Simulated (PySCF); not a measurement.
```xyz
15

N    -1.3811    1.8098    1.9850
C    -0.9598    1.4962    0.9706
C    -0.4067    1.0802   -0.3111
C    -1.0458   -0.2483   -0.7479
C    -0.5652   -1.3482    0.1994
O     0.8443   -1.3863    0.2871
B     1.5670   -0.2549    0.0931
O     2.9109   -0.3291    0.1736
O     0.9996    0.9691   -0.2166
H    -0.6151    1.8749   -1.0436
H    -0.7124   -0.4726   -1.7631
H    -2.1327   -0.1750   -0.7284
H    -0.8849   -2.3334   -0.1547
H    -0.9763   -1.1816    1.2042
H     3.3539    0.5070    0.0303
```

Geometry: GFN2-xTB.

Method: PBE0/pcSseg-1, SCF density, gas phase, non-relativistic in PySCF 2.14.0.

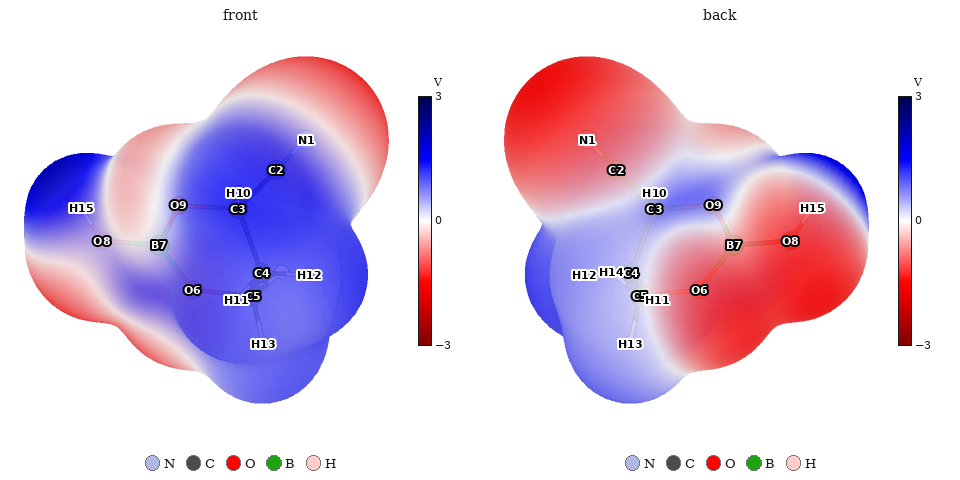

C4H6BNO3. The molecular electrostatic potential painted on the density surface at 0.001 e/bohr³, seen from the front and from behind; the colour scale runs from red (negative) to blue (positive).

Which sites attract a positive test charge, and which a negative one?

A positive charge is drawn to the negative regions and a negative charge to the positive ones. The most negative region (about −1.5 V) lies over N1 and O8, the most positive (about +2.0 V) over H15.

What dipole moment does the calculation give?

Its dipole moment is 3.77 D.
